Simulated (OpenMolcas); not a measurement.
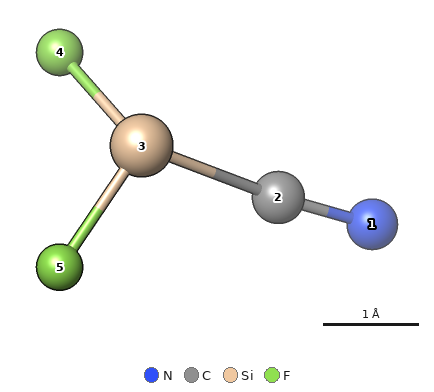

Fig. 1: The input geometry (ball-and-stick view, seen at a tilt; atoms are numbered from 1 in the order of the input).

Single-point calculation of CF2NSi (part 1 of 3)

The run: single-point calculation of CF2NSi, multiplicity 2, SMILES N#C[Si](F)F. Method and program: CASSCF/ANO-XS-VDZP, DKH2 (OpenMolcas 26.06).

The geometry comes from this level: PBE0-D4/def2-TZVP.

Input
```
* CF2NSi CASSCF

&gateway
  coord=coord.xyz
  basis=ANO-XS-VDZP
  group=NoSym
  ricd

&seward
  relativistic=R02E00

&rasscf
  fileorb=$CurrDir/step2.RasOrb
  spin=2
  nactel=7 0 0
  inactive=19
  ras2=6
  orblisting=Few

&loprop
  nofield
```

File coord.xyz
```
5

N      1.426100    -1.103800     1.364300
C      0.743000    -0.566400     0.607500
Si    -0.192800     0.214100    -0.773500
F     -1.655600    -0.382400    -0.757500
F     -0.270900     1.764900    -0.482300
```

Launch command:
```bash
export MOLCAS_MEM=1860
pymolcas step3.inp > step3.log
```

Log
```
--- Start Module: gateway ---

                                              &GATEWAY

                       available to each process: 1.9 GB of memory, 1 thread

++    Symmetry information:
      ---------------------

                    Character Table for C1

                             E
                    a        1  x, y, xy, Rz, z, xz, Ry, yz, Rx, I
--

++    Basis set information:
      ----------------------

      Basis set label: N.ANO-XS...3S2P1D.

      Electronic valence basis set:
      ------------------
      Associated Effective Charge   7.000000 au
      Associated Actual Charge      7.000000 au
      Nuclear Model: Finite nucleus - Gaussian distribution
        Gaussian exponent, Xi/bohr**(-2):  6.28656E+08

      Shell  nPrim  nBasis  Cartesian Spherical Contaminant
         s       8       3        X
         p       4       2        X
         d       1       1                 X

      Basis set label: C.ANO-XS...3S2P1D.

      Electronic valence basis set:
      ------------------
      Associated Effective Charge   6.000000 au
      Associated Actual Charge      6.000000 au
      Nuclear Model: Finite nucleus - Gaussian distribution
        Gaussian exponent, Xi/bohr**(-2):  6.80775E+08

      Shell  nPrim  nBasis  Cartesian Spherical Contaminant
         s       8       3        X
         p       4       2        X
         d       1       1                 X

      Basis set label: SI.ANO-XS...4S3P1D.

      Electronic valence basis set:
      ------------------
      Associated Effective Charge  14.000000 au
      Associated Actual Charge     14.000000 au
      Nuclear Model: Finite nucleus - Gaussian distribution
        Gaussian exponent, Xi/bohr**(-2):  4.34677E+08

      Shell  nPrim  nBasis  Cartesian Spherical Contaminant
         s      11       4        X
         p       7       3        X
         d       1       1                 X

      Basis set label: F.ANO-XS...3S2P1D.

      Electronic valence basis set:
      ------------------
      Associated Effective Charge   9.000000 au
      Associated Actual Charge      9.000000 au
      Nuclear Model: Finite nucleus - Gaussian distribution
        Gaussian exponent, Xi/bohr**(-2):  5.35469E+08

      Shell  nPrim  nBasis  Cartesian Spherical Contaminant
         s       8       3        X
         p       4       2        X
         d       1       1                 X
--

++    Molecular structure info:
      -------------------------

                    ************************************************
                    **** Cartesian Coordinates / bohr, angstrom ****
                    ************************************************

     Center  Label                x              y              z                     x              y              z
        1      N1               2.694938      -2.085880       2.578153              1.426100      -1.103800       1.364300
        2      C2               1.404067      -1.070341       1.148009              0.743000      -0.566400       0.607500
        3      SI3             -0.364339       0.404590      -1.461703             -0.192800       0.214100      -0.773500
        4      F4              -3.128631      -0.722631      -1.431468             -1.655600      -0.382400      -0.757500
        5      F5              -0.511927       3.335178      -0.911415             -0.270900       1.764900      -0.482300

                    ***************************************
                    *    InterNuclear Distances / bohr    *
                    ***************************************

               1 N1            2 C2            3 SI3           4 F4            5 F5
    1 N1       0.000000
    2 C2       2.177839        0.000000
    3 SI3      5.646420        3.480413        0.000000
    4 F4       7.200657        5.226848        2.985440        0.000000
    5 F5       7.200620        5.226935        2.985455        4.856275        0.000000

                    *******************************************
                    *    InterNuclear Distances / angstrom    *
                    *******************************************

               1 N1            2 C2            3 SI3           4 F4            5 F5
    1 N1       0.000000
    2 C2       1.152463        0.000000
    3 SI3      2.987957        1.841755        0.000000
    4 F4       3.810424        2.765929        1.579827        0.000000
    5 F5       3.810404        2.765975        1.579835        2.569830        0.000000

                    **************************************
                    *    Valence Bond Angles / degree    *
                    **************************************
                          Atom centers                 Phi
                      4 F4       3 SI3      5 F5       108.84
--

            Nuclear Potential Energy            200.02610296 au

--- Stop Module: gateway /rc=_RC_ALL_IS_WELL_ ---

--- Start Module: seward ---

                                              &SEWARD

                       available to each process: 1.9 GB of memory, 1 thread

               SEWARD will generate:
                  Multipole Moment integrals up to order  2
                  Kinetic Energy integrals
                  Nuclear Attraction integrals (finite nuclei - Gaussian type)
                  One-Electron Hamiltonian integrals
                  Velocity integrals
                  Relativistic Douglas-Kroll-Hess integrals:
                    - Parametrization         : EXP
                    - DKH order of Hamiltonian: 2
                    - DKH order of Properties : 0
                         - multipole moment operators
                         - electric potential operators
                         - contact operators
                  Orbital angular momentum around ( -0.2693   0.2055  -0.3863 )
                  Velocity quadrupole around ( -0.2693   0.2055  -0.3863 )
                  RI decomposed two-electron repulsion integrals stored Cholesky style
                   - acCD auxiliary basis
                   - CD Threshold:   1.00E-04

                   Integrals are discarded if absolute value <: 1.00E-14
                   Integral cutoff threshold is set to       <: 1.00E-16

            Nuclear Potential Energy            200.02610296 au

      Basis set specifications :
      Symmetry species         a
      Basis functions           74

--- Stop Module: seward /rc=_RC_ALL_IS_WELL_ ---

--- Start Module: rasscf ---

                                              &RASSCF

                       available to each process: 1.9 GB of memory, 1 thread

      Header of the ONEINT file:
      --------------------------

      OrdInt status: non-squared

      Cartesian coordinates in angstrom:
      -----------------------------------------------------
      No.  Label        X            Y            Z
      -----------------------------------------------------
       1   N1         1.42610000  -1.10380000   1.36430000
       2   C2         0.74300000  -0.56640000   0.60750000
       3   SI3       -0.19280000   0.21410000  -0.77350000
       4   F4        -1.65560000  -0.38240000  -0.75750000
       5   F5        -0.27090000   1.76490000  -0.48230000
      -----------------------------------------------------
      Nuclear repulsion energy =  200.02610296

++    Wave function specifications:
      -----------------------------

      Number of closed shell electrons          38
      Number of electrons in active shells       7
      Max number of holes in RAS1 space          0
      Max nr of electrons in RAS3 space          0
      Number of inactive orbitals               19
      Number of active orbitals                  6
      Number of secondary orbitals              49
      Spin quantum number                      0.5
      State symmetry                             1
--

++    Orbital specifications:
      -----------------------

      Symmetry species                           1
                                                 a
      Frozen orbitals                            0
      Inactive orbitals                         19
      Active orbitals                            6
      RAS1 orbitals                              0
      RAS2 orbitals                              6
      RAS3 orbitals                              0
      Secondary orbitals                        49
      Deleted orbitals                           0
      Number of basis functions                 74
--

++    CI expansion specifications:
      ----------------------------

      Number of CSFs                           210
      Number of determinants                   300
      Number of root(s) required                 1
      Root chosen for geometry opt.              1
      CI root used                               1

      highest root included in the CI            1
      max. size of the explicit Hamiltonian    200
--

++    Optimization specifications:
      ----------------------------

      RASSCF algorithm: LK RI/DF
      Maximum number of macro iterations       200
      Maximum number of SX iterations          100
      Threshold for RASSCF energy            1.000E-08
      Threshold for max MO rotation          1.000E-01
      Threshold for max BLB element          1.000E-04
      Level shift parameter                  5.000E-01
      Make Quasi-Newton update
--

      The MO-coefficients are taken from the file:
      step2.RasOrb
      Title: RASSCF average (pseudo-natural) orbitals

      Total molecular charge    0.00

      ************************************************************************************************************************
      *                                            Wave function control section                                             *
      ************************************************************************************************************************

                                         RASSCF iterations: Energy and convergence statistics
                                         ----------------------------------------------------

          iter iter root      energy       change     param      element    value   shift minimum  type update hh:mm:ss
 Nr of preliminary CI iterations:   3
        1   1    4    1  -581.07648730    0.00E+00   1.32E-05   19  25 1  4.44E-06   0.10   0.00    SX    NO    0:00:00
        2   1    3    1  -581.07648730   -2.32E-10   9.35E-06   19  25 1  2.19E-06   0.10   0.00    SX    NO    0:00:00
        3   1    3    1  -581.07648730   -1.97E-10   6.68E-06   19  25 1  1.33E-06   0.10   0.00    SX    NO    0:00:00
        4   3    3    1  -581.07648730   -1.92E-09   6.10E-06   12  25 1 -9.17E-07   0.10   0.00    SX    NO    0:00:00
      Convergence after  4 iterations
        5   1    3    1  -581.07648730   -2.18E-11   6.10E-06   12  20 1 -5.78E-07   0.10   0.00    SX    NO    0:00:00

      ************************************************************************************************************************
                                                      Wave function printout:
                       occupation of active orbitals, and spin coupling of open shells (u,d: Spin up or down)
      ************************************************************************************************************************

      Note: transformation to natural orbitals
      has been made, which may change the order of the CSFs.

      printout of CI-coefficients larger than  0.05 for root  1
      energy=    -581.076487
      conf/sym  111111     Coeff  Weight
             1  222u00  -0.96557 0.93233
            32  220u20  -0.13092 0.01714
            50  u2dudu  -0.05832 0.00340
            52  u2duud  -0.10036 0.01007
            77  022u02  -0.13456 0.01811
            93  u2uudd   0.08195 0.00672

      Natural orbitals and occupation numbers for root  1
      sym 1:   1.934921   1.990963   1.935468   1.000892   0.068221   0.069535

      ************************************************************************************************************************
      *                                                    Final results                                                     *
      ************************************************************************************************************************

++    Final optimization conditions:
      ------------------------------

      Average CI energy                            -581.07648730
      RASSCF energy for state  1                   -581.07648730
      Super-CI energy                                -0.00000000
      RASSCF energy change                            0.00000000
      Max change in MO coefficients              -4.963E-06
      Max non-diagonal density matrix element     6.097E-06
      Maximum BLB matrix element                 -5.776E-07
      (orbital pair  12,  20 in symmetry   1)
      Norm of electronic gradient            1.723E-06
--

      Final state energy(ies):
      ------------------------

::    RASSCF root number  1 Total energy:   -581.07648730

++    Molecular orbitals:
      -------------------

      Pseudonatural active orbitals and approximate occupation numbers

      Molecular orbitals for symmetry species 1: a

      Orbital                 1         2         3         4         5         6         7         8         9        10
      Energy           -69.1019  -26.3544  -26.3544  -15.5996  -11.2671   -6.3015   -4.3804   -4.3790   -4.3776   -1.6510
      Occ. No.           2.0000    2.0000    2.0000    2.0000    2.0000    2.0000    2.0000    2.0000    2.0000    2.0000
```
